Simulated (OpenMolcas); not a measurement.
# FNO-MP2/aug-cc-pVDZ (RICD fitting, virtual fraction 0.6) run of C2H6S (ethanethiol)

What is the energy change on altering one bond length of C2H6S (ethanethiol) at FNO-MP2/aug-cc-pVDZ (RICD fitting, virtual fraction 0.6)? 

The calculation is run with OpenMolcas 26.06.

## Step 1: Starting point

The species is C2H6S (9 atoms), meant as a singlet with charge 0. As SMILES, `CCS`. The coordinates come from a PBE0-D4/def2-TZVP relaxation. This is one conformer, not always the lowest.

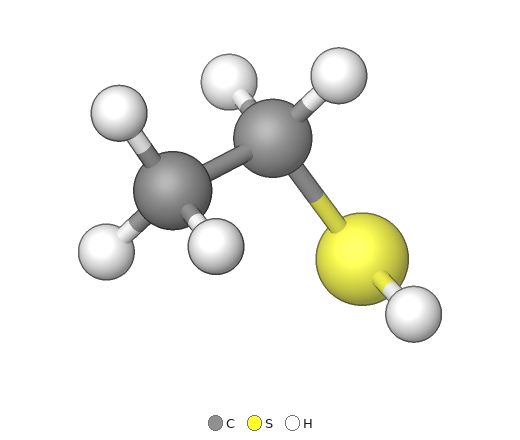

The structure, seen from a chosen angle (carbon grey, sulfur yellow, hydrogen white).

## Step 2: A single-point energy at FNO-MP2/aug-cc-pVDZ (RICD fitting, virtual fraction 0.6)

job.input

```
&GATEWAY
 BasLib=$CurrDir
 Coord
 9
 angstrom
 C       -0.681060       0.352580      -0.582130
 C        0.639520      -0.221900      -0.114960
 S        0.539160      -1.132170       1.449440
 H       -1.434960      -0.430450      -0.679020
 H       -0.564240       0.844440      -1.552390
 H       -1.058220       1.094540       0.125580
 H        1.015160      -0.960450      -0.827390
 H        1.403980       0.552440      -0.028340
 H        0.140660      -0.099050       2.209210
 Basis=aug-cc-pVDZ
 Group=NoSym
 RICD

&SEWARD

&SCF
 PrOrbitals=1 1

&MBPT2
 FNOMP2=0.6
 DoMP2
 Frozen=7
```

The basis set aug-cc-pVDZ is read from a file made from the Basis Set Exchange's data (not shown).

Started as:

```
$ export MOLCAS_MEM=1860
$ pymolcas job.input > job.log
```

The program printed:

```text
--- Start Module: gateway ---
[...]
--- Stop Module: gateway /rc=_RC_ALL_IS_WELL_ ---
[...]
      Basis functions          127
[...]
--- Start Module: scf ---
[...]
       Convergence after  11 Iterations
[...]
::    Total SCF energy                               -476.7704391729
[...]
      Total spin, S                                     0.0000000000
[...]
      Total electronic charge=   34.000000
      Total            charge=   -0.000000
[...]
      Dipole Moment (debye):
      Origin of the operator (angstrom)=    0.2618   -0.5421    0.6001
                   X= -2.2526E-01               Y=  1.4607E+00               Z= -1.0724E+00           Total=  1.8260E+00
      Quadrupole Moment (debye*angstrom):
[...]
--- Stop Module: scf /rc=_RC_ALL_IS_WELL_ ---
[...]
--- Start Module: mbpt2 ---
[...]
WARNING!
Default frozen orbitals as non valence orbitals is overwritten by user input.
Default values:   7
[...]
       Reference weight ( Cref**2 )         =        0.85581
::    Total MBPT2 energy                             -477.2160369379
[...]
--- Stop Module: mbpt2 /rc=_RC_ALL_IS_WELL_ ---
[...]
```

Wall time 5.1 s (1 thread of Arm Neoverse V2, shared host); peak memory 0.093 GiB.

## Step 3: The distorted shape

job.inp

```
* C2H6S FNO-MP2
&GATEWAY
BASLIB = $CurrDir
COORD
9
angstrom
C       -0.757494       0.275158      -0.590791
C        0.563086      -0.299322      -0.123621
S        0.462726      -1.209592       1.440779
H       -1.511394      -0.507872      -0.687681
H       -0.640674       0.767018      -1.561051
H       -1.134654       1.017118       0.116919
H        0.938726      -1.037872      -0.836051
H        1.403980       0.552440      -0.028340
H        0.064226      -0.176472       2.200549
BASIS = aug-cc-pVDZ
GROUP = NoSym
RICD
&SEWARD
&SCF
PRORBITALS = 1 1
&MBPT2
FNOMP2 = 0.6
DOMP2
FROZEN = 7
```

The basis set aug-cc-pVDZ is read from a file made from the Basis Set Exchange's data (not shown).

Started as:

```
$ export MOLCAS_MEM=1860
$ pymolcas job.inp > job.log
```

The program printed:

```text
--- Start Module: gateway ---
[...]
--- Stop Module: gateway /rc=_RC_ALL_IS_WELL_ ---
[...]
      Basis functions          127
[...]
--- Start Module: scf ---
[...]
       Convergence after  11 Iterations
[...]
::    Total SCF energy                               -476.7636476555
[...]
      Total spin, S                                     0.0000000000
[...]
      Total electronic charge=   34.000000
      Total            charge=   -0.000000
[...]
      Dipole Moment (debye):
      Origin of the operator (angstrom)=    0.1866   -0.6183    0.5916
                   X= -2.9491E-01               Y=  1.3923E+00               Z= -1.0378E+00           Total=  1.7614E+00
      Quadrupole Moment (debye*angstrom):
[...]
--- Stop Module: scf /rc=_RC_ALL_IS_WELL_ ---
[...]
--- Start Module: mbpt2 ---
[...]
WARNING!
Default frozen orbitals as non valence orbitals is overwritten by user input.
Default values:   7
[...]
       Reference weight ( Cref**2 )         =        0.85416
::    Total MBPT2 energy                             -477.2109603528
[...]
--- Stop Module: mbpt2 /rc=_RC_ALL_IS_WELL_ ---
[...]
```

It took 5.1 s on 1 thread of Arm Neoverse V2, shared host; peak memory 0.093 GiB.

## Step 4: Outcome

At FNO-MP2/aug-cc-pVDZ (RICD fitting, virtual fraction 0.6), 7 core orbitals frozen:

| quantity | value |
| --- | --- |
| first shape: total energy | -477.21604 Eh |
| first shape: dipole moment (mean-field density) | 1.83 D |
| first shape: HOMO energy (Hartree–Fock orbitals) | -9.65 eV |
| first shape: LUMO energy (Hartree–Fock orbitals) | 0.97 eV |
| first shape: HOMO–LUMO gap (Hartree–Fock orbitals) | 10.62 eV |
| first shape: correlation energy (7 core orbitals frozen) | -445.6 mEh |
| distorted shape: total energy | -477.21096 Eh |
| distorted shape: dipole moment (mean-field density) | 1.76 D |
| distorted shape: HOMO energy (Hartree–Fock orbitals) | -9.64 eV |
| distorted shape: LUMO energy (Hartree–Fock orbitals) | 0.97 eV |
| distorted shape: HOMO–LUMO gap (Hartree–Fock orbitals) | 10.61 eV |
| distorted shape: correlation energy (7 core orbitals frozen) | -447.3 mEh |
| energy change with the C2–H8 bond stretched from 1.092 to 1.201 Å | 0.138 eV |

What this shows: With the C2–H8 bond stretched from 1.092 to 1.201 Å the energy rises by 0.14 eV (13.3 kJ/mol). The first shape isn't relaxed at this level, so the change isn't measured from a minimum. Mulliken charges (first shape) of the mean-field density run from -0.37 on C2 to +0.32 on C1; in a basis this large or diffuse they mean little. Mulliken charges (distorted shape) of the mean-field density run from -0.61 on C2 to +0.35 on C1; in a basis this large or diffuse they mean little.
